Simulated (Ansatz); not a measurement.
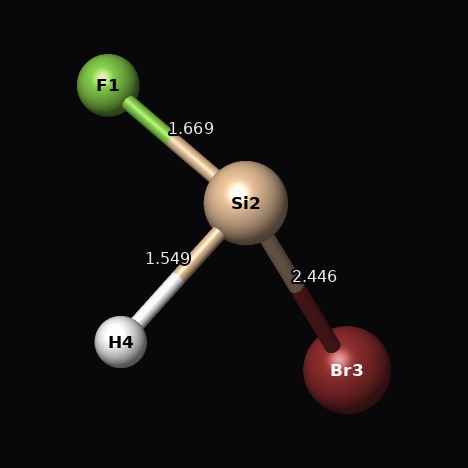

The numbers beside the sticks are distances in Å. Sticks don't show bond order. The species has charge −1 and is a spin singlet. The computed structure is the end point of a PBE0-D4/def2-TZVPD optimisation. No frequency run is at hand to confirm it as a minimum.

Which of the marked bonds are single, double, triple or aromatic?

F1–Si2 single; Si2–Br3 single; Si2–H4 single. This is one Lewis structure.

Give the structure as SMILES.

F[SiH-]Br
